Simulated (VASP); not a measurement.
Band structure of Mo (space group Im-3m). Method: r2SCAN+rVV10, VASP's PBE PAW potentials (set 64) (plane waves; VASP).

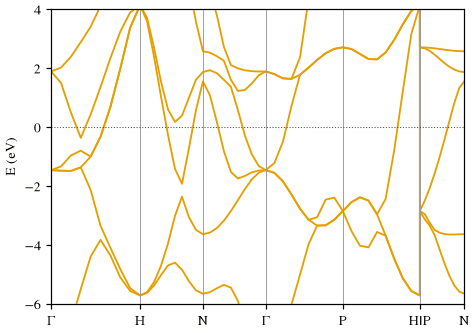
Figure. Bands along high-symmetry lines, zero at the valence-band maximum or, without a gap, the Fermi level

Question: Read the plot: is there a gap, and where are the band edges?

Answer: It has no gap at this level: it comes out as a metal or semimetal.

The structure comes from a measured Mo entry (Im-3m) of the Crystallography Open Database, whose conditions weren't checked. It was relaxed first.
